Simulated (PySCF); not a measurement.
# NO2 (nitrogen dioxide) at UM06-2X/STO-6G

Aim: the energy change on altering one bond length of NO2 (nitrogen dioxide) at UM06-2X/STO-6G, from 2 runs. The job is set up through a Python script.

The results are computed with PySCF 2.14.0.

17 further runs of the same task are left out: 7 that didn't finish, 10 set aside as unsound or not needed.

## (1) The molecule

The species is NO2 (3 atoms), meant as a doublet with charge 0. SMILES: `[O]N=O`. The coordinates come from a PBE0-D4/def2-TZVP relaxation.

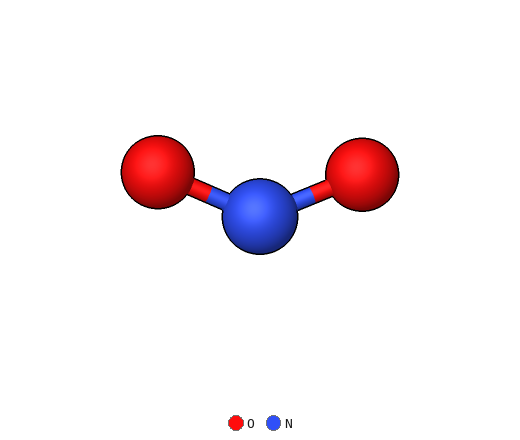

The structure, seen from a chosen angle (oxygen red, nitrogen blue).

## (2) The energy at UM06-2X/STO-6G

File job.py:

```python
from pyscf import gto, dft

molecule = gto.Mole()
molecule.atom = '''
O      0.209760    -1.082190     0.000620
N     -0.265470    -0.009110    -0.145890
O      0.055690     1.091300     0.145270
'''
molecule.verbose = 4
molecule.charge = 0
molecule.spin = 1
molecule.max_memory = 1860
molecule.basis = 'sto-6g'
molecule.build()

mf = dft.UKS(molecule)
mf.xc = 'm06-2x'
mf.conv_tol = 1e-10
mf.grids.level = 5
mf.kernel()
if not mf.converged:
    mf = mf.newton().run(mf.mo_coeff, mf.mo_occ)

etot = mf.e_tot
print('Final energy', etot)
```

The run is started by

```bash
$ OMP_NUM_THREADS=1 python job.py
```

The program printed:

```text
PySCF version 2.14.0

[INPUT] num. atoms = 3
[INPUT] num. electrons = 23
[INPUT] charge = 0
[INPUT] spin (= nelec alpha-beta = 2S) = 1
[INPUT] symmetry False subgroup None
[INPUT] Mole.unit = angstrom
[INPUT] Symbol           X                Y                Z      unit          X                Y                Z       unit  Magmom
[INPUT]  1 O      0.209760000000  -1.082190000000   0.000620000000 AA    0.396388951889  -2.045042714743   0.001171630197 Bohr   0.0
[INPUT]  2 N     -0.265470000000  -0.009110000000  -0.145890000000 AA   -0.501665594288  -0.017215404995  -0.275692144313 Bohr   0.0
[INPUT]  3 O      0.055690000000   1.091300000000   0.145270000000 AA    0.105238847877   2.062258119738   0.274520514116 Bohr   0.0

nuclear repulsion = 65.6205622004729
number of shells = 9
number of NR pGTOs = 90
number of NR cGTOs = 15
basis = sto-6g
ecp = {}

******** <class 'pyscf.dft.uks.UKS'> ********
method = UKS
initial guess = minao
damping factor = 0
level_shift factor = 0
DIIS = <class 'pyscf.scf.diis.CDIIS'>
diis_start_cycle = 1
diis_space = 8
diis_damp = 0
SCF conv_tol = 1e-10
SCF conv_tol_grad = None
SCF max_cycles = 50
direct_scf = True
direct_scf_tol = 1e-13
number electrons alpha = 12  beta = 11
XC library pyscf.dft.libxc version 7.0.0
    S. Lehtola, C. Steigemann, M. J.T. Oliveira, and M. A.L. Marques.,  SoftwareX 7, 1–5 (2018)
XC functionals = m06-2x
    Y. Zhao and D. G. Truhlar.,  Theor. Chem. Acc. 120, 215 (2008)
    Y. Zhao and D. G. Truhlar.,  Theor. Chem. Acc. 120, 215 (2008)
radial grids:
    Treutler-Ahlrichs [JCP 102, 346 (1995); DOI:10.1063/1.469408] (M4) radial grids

becke partition: Becke, JCP 88, 2547 (1988); DOI:10.1063/1.454033
pruning grids: <function nwchem_prune>
grids dens level: 5
symmetrized grids: False
atomic radii adjust function: <function treutler_atomic_radii_adjust>
small_rho_cutoff = 0
Set gradient conv threshold to 1e-05
tot grids = 128072
init E= -204.967828585434
[... the frontier-level lines of each cycle are left out ...]


cycle= 1 E= -203.957182741591  delta_E= 1.01  |g|= 0.553  |ddm|= 2.13
cycle= 2 E= -203.947912582835  delta_E= 0.00927  |g|= 0.573  |ddm|=  1.2
cycle= 3 E= -204.125430788378  delta_E= -0.178  |g|= 0.00756  |ddm|= 0.609
cycle= 4 E= -204.125495726345  delta_E= -6.49e-05  |g|= 0.00165  |ddm|= 0.0209
cycle= 5 E= -204.125499326063  delta_E= -3.6e-06  |g|= 0.000229  |ddm|= 0.00586
cycle= 6 E= -204.125499354021  delta_E= -2.8e-08  |g|= 0.000285  |ddm|= 0.000842
cycle= 7 E= -204.125499401551  delta_E= -4.75e-08  |g|= 4.1e-05  |ddm|= 0.000367
cycle= 8 E= -204.12549940292  delta_E= -1.37e-09  |g|= 2.04e-06  |ddm|= 7.86e-05
cycle= 9 E= -204.125499402927  delta_E= -7.45e-12  |g|= 4.12e-07  |ddm|= 6.56e-06
Extra cycle  E= -204.125499402927  delta_E= -5.12e-13  |g|= 2.85e-07  |ddm|= 1.26e-06
converged SCF energy = -204.125499402927  <S^2> = 0.7525258  2S+1 = 2.0025242
Final energy -204.12549940292746
```

It took 4.5 s on 1 thread of Arm Neoverse V1, shared host; peak memory 0.19 GiB.

## (3) The distorted shape

File run.py:

```python
from pyscf import gto, dft

mol = gto.M(
    atom=[
    ('O', (-0.175638, -2.402703, -0.348777)),
    ('N', (-0.650868, -1.329623, -0.495287)),
    ('O', (0.055690, 1.091300, 0.145270)),
],
    max_memory=1860,
    charge=0,
    spin=1,
    basis='sto-6g',
    verbose=4,
)

mf = dft.UKS(mol, xc='m06-2x')
mf.grids.level = 5
mf.conv_tol = 1e-10
mf.kernel()
if not mf.converged:
    mf = mf.newton().run(mf.mo_coeff, mf.mo_occ)

e_tot = mf.e_tot
print('E(%s) = %.9f' % ('M06-2X', e_tot))
```

The run is started by

```bash
$ OMP_NUM_THREADS=1 python run.py
```

The program printed:

```text
PySCF version 2.14.0

[INPUT] num. atoms = 3
[INPUT] num. electrons = 23
[INPUT] charge = 0
[INPUT] spin (= nelec alpha-beta = 2S) = 1
[INPUT] symmetry False subgroup None
[INPUT] Mole.unit = angstrom
[INPUT] Symbol           X                Y                Z      unit          X                Y                Z       unit  Magmom
[INPUT]  1 O     -0.175638000000  -2.402703000000  -0.348777000000 AA   -0.331907717066  -4.540450628671  -0.659093008547 Bohr   0.0
[INPUT]  2 N     -0.650868000000  -1.329623000000  -0.495287000000 AA   -1.229962263243  -2.512623318923  -0.935956783057 Bohr   0.0
[INPUT]  3 O      0.055690000000   1.091300000000   0.145270000000 AA    0.105238847877   2.062258119738   0.274520514116 Bohr   0.0

nuclear repulsion = 46.0217597332082
number of shells = 9
number of NR pGTOs = 90
number of NR cGTOs = 15
basis = sto-6g
ecp = {}

[... 35 lines left out ...]
[... the frontier-level lines of each cycle are left out ...]
[... 79 lines left out ...]
SCF not converged.
SCF energy = -203.994028726639 after 50 cycles  <S^2> = 1.7295072  2S+1 = 2.8138992
[... 20 lines left out ...]
    Y. Zhao and D. G. Truhlar.,  Theor. Chem. Acc. 120, 215 (2008)
radial grids:
    Treutler-Ahlrichs [JCP 102, 346 (1995); DOI:10.1063/1.469408] (M4) radial grids

becke partition: Becke, JCP 88, 2547 (1988); DOI:10.1063/1.454033
pruning grids: <function nwchem_prune>
grids dens level: 5
symmetrized grids: False
atomic radii adjust function: <function treutler_atomic_radii_adjust>
small_rho_cutoff = 0
******** <class 'pyscf.dft.uks.UKS'> Newton solver flags ********
SCF tol = 1e-10
conv_tol_grad = None
max. SCF cycles = 50
direct_scf = True
direct_scf_tol = 1e-13
max_cycle_inner = 12
max_stepsize = 0.05
ah_start_tol = 1e+09
ah_level_shift = 0
ah_conv_tol = 1e-12
ah_lindep = 1e-14
ah_start_cycle = 1
ah_max_cycle = 40
ah_grad_trust_region = 2.5
kf_interval = 4
kf_trust_region = 5
canonicalization = True
Set conv_tol_grad to 1e-05
Initial guess E= -203.994028726639  |g|= 6.50659e-05
macro= 0  E= -203.994029515408  delta_E= -7.88769e-07  |g|= 6.50659e-05  2 KF 15 JK
macro= 1  E= -203.99402951831  delta_E= -2.90174e-09  |g|= 7.35293e-06  2 KF 7 JK
macro= 2  E= -203.99402951831  delta_E= 8.52651e-14  |g|= 2.33461e-06  1 KF 2 JK
Canonicalize SCF orbitals
macro X = 3  E=-203.99402951831  |g|= 2.33461e-06  total 6 KF 28 JK
converged SCF energy = -203.99402951831  <S^2> = 1.7295195  2S+1 = 2.813908
E(M06-2X) = -203.994029518
```

Run time: 25 s. Hardware: 1 thread of Arm Neoverse V1, shared host; peak memory 0.4 GiB.

## (4) What came out

Level: UM06-2X/STO-6G.

```
                                                         quantity          value
                                        first shape: total energy  -204.12550 Eh
                                       first shape: dipole moment         0.03 D
                  first shape: HOMO energy (highest over α and β)       -6.33 eV
                   first shape: LUMO energy (lowest over α and β)        1.18 eV
                                                first shape: ⟨S²⟩          0.753
                                    distorted shape: total energy  -203.99403 Eh
                                   distorted shape: dipole moment         0.29 D
              distorted shape: HOMO energy (highest over α and β)       -3.14 eV
               distorted shape: LUMO energy (lowest over α and β)       -0.28 eV
                                            distorted shape: ⟨S²⟩          1.730
energy change with the N2–O3 bond stretched from 1.183 to 2.602 Å       3.577 eV
```

In words: With the N2–O3 bond stretched from 1.183 to 2.602 Å the energy rises by 3.58 eV (345 kJ/mol). The first shape isn't relaxed at this level, so the change isn't measured from a minimum. The minimal basis adds a large error of its own. Mulliken charges (first shape) run from -0.08 on O1 to +0.16 on N2; they depend strongly on the basis. ⟨S²⟩ (distorted shape) is 1.73 where a pure doublet has 0.75: the reference is spin-contaminated.
